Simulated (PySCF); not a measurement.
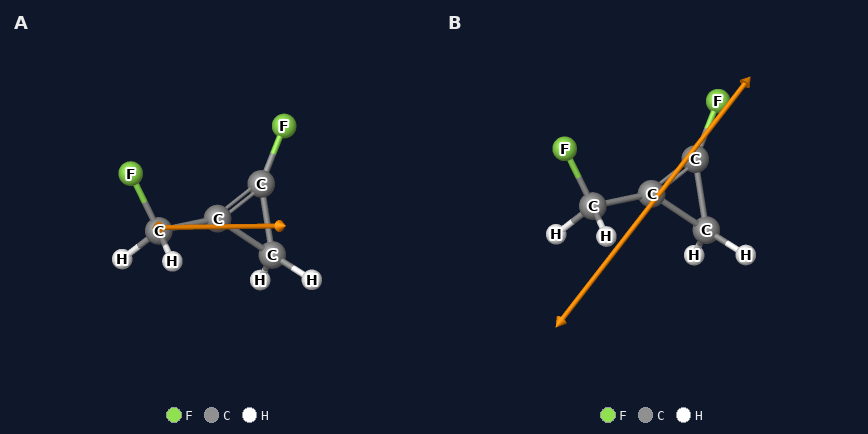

The double arrows show the directions of two transition dipoles from the ground state (lengths mean nothing). Computed geometry: PBE0-D3(BJ)/def2-SVP optimisation. No frequency run is at hand to confirm it as a minimum. Level of theory: TDDFT PBE0/def2-TZVPD, vertical, gas phase, core orbitals frozen in the response (PySCF 2.14.0).

One belongs to singlet state 4 and one to singlet state 9. Which is which?

Answer. A: state 4, 7.10 eV (175 nm), oscillator strength 0.029, mainly HOMO → LUMO+3 (weight 0.97).
B: state 9, 8.11 eV (153 nm), oscillator strength 0.082, mainly HOMO−1 → LUMO (weight 0.94).
